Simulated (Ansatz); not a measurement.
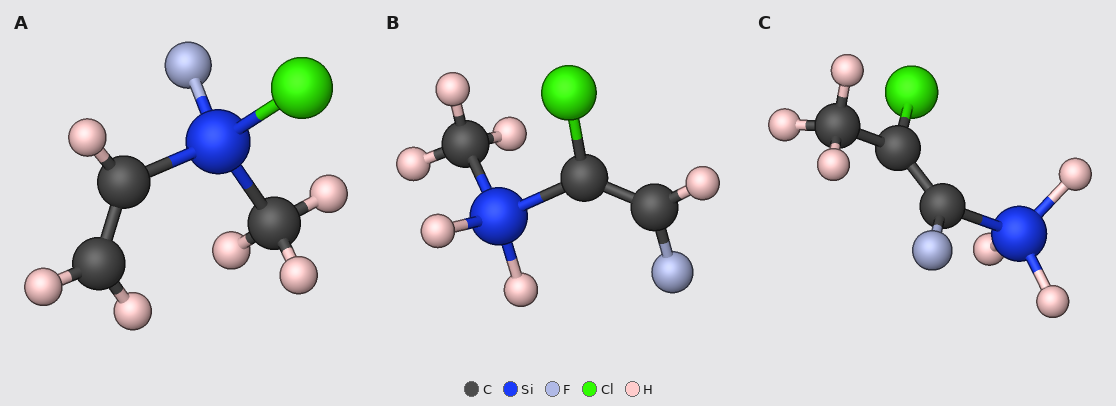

```sh
ansatz run in.yaml --threads 2 --pin off --events-out ev --progress --plain --max-ram 22528MiB --backend cuda --devices 0, --max-vram 18GiB
```

```yaml
crystal:
  periodic: [false, false, false]
  atoms:
    - {symbol: C, position_ang: [0.278243, -0.810556, -1.738185]}
    - {symbol: Si, position_ang: [0.880745, 0.130192, -0.245206]}
    - {symbol: C, position_ang: [-0.387260, 0.006632, 1.130375]}
    - {symbol: Cl, position_ang: [-0.744783, -1.605623, 1.674362]}
    - {symbol: C, position_ang: [-1.041731, 0.993215, 1.726782]}
    - {symbol: F, position_ang: [-0.844582, 2.265954, 1.382520]}
    - {symbol: H, position_ang: [0.066471, -1.849697, -1.477822]}
    - {symbol: H, position_ang: [-0.634460, -0.362503, -2.136790]}
    - {symbol: H, position_ang: [1.036409, -0.802524, -2.524835]}
    - {symbol: H, position_ang: [1.100136, 1.565223, -0.552434]}
    - {symbol: H, position_ang: [2.139953, -0.464287, 0.274544]}
    - {symbol: H, position_ang: [-1.772041, 0.878773, 2.520589]}
basis:
  gaussian: {orbitals: def2-TZVPP}
hamiltonian: {xc: pbe0, dispersion: d4}
output: {orbitals: {seedname: orbitals}}
```

Which picture belongs to the input above?

Answer. B. The file holds C3H6ClFSi, `C[SiH2]/C(Cl)=C\F`.
